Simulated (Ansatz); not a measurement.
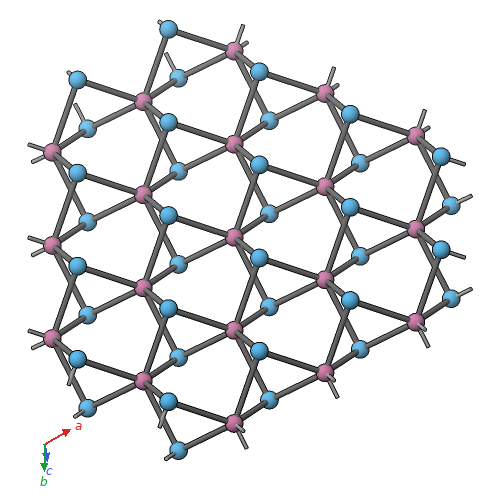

A cut-out of a periodic net derived from a crystal structure. Nodes are coloured by topological kind. One layer is drawn. Edges to nodes outside the piece are drawn as stubs.

**Describe the net.**

A binodal (3,6)-connected, two-periodic (layers) net. It is the net of the trigonal-prismatic layers of 2H-MoS2.

**Give point symbol and coordination sequence of each kind of node.**

3-connected node: 4^3, sequence 3, 13, 9, 24, 15, 36; 6-connected node: 4^3.6^12, sequence 6, 6, 18, 12, 30, 18.

Origin of the net. The compound is MoS₂ (space group P6_3/mmc, No. 194), taken as the geometry relaxed with Ansatz, DFT PBE+D3(BJ), scalar-relativistic, plane waves, PAW. Bonds are taken as Mo–S below 2.7 Å. Simplification: prune 0- and 1-connected atoms, fold 2-connected ones into links. S is a 3-connected node; Mo is a 6-connected node, in the ratio 2:1.
